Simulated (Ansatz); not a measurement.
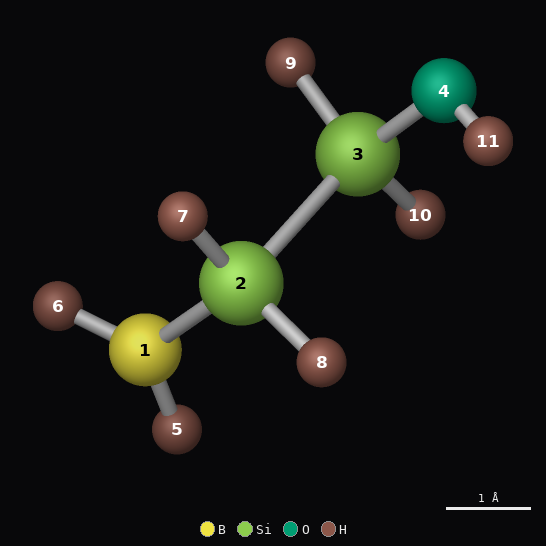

The view is orthographic, and the bar gives the scale. The computed structure is the end point of a PBE-D4/def2-SVP optimisation. No frequency run is at hand to confirm it as a minimum.

Write Cartesian coordinates in Å in the frame of the picture: x to the right, y up, z towards the viewer, origin at the mean of the atomic positions.

```xyz
11
BH7OSi2
B   -1.67  -1.35  -0.66
Si  -0.52  -0.55   0.74
Si   0.88   1.00  -0.41
O    1.92   1.76   0.69
H   -1.29  -2.31  -1.31
H   -2.72  -0.83  -0.98
H   -1.22   0.25   1.81
H    0.45  -1.50   1.42
H    0.08   2.10  -1.03
H    1.64   0.27  -1.50
H    2.45   1.16   1.23
```
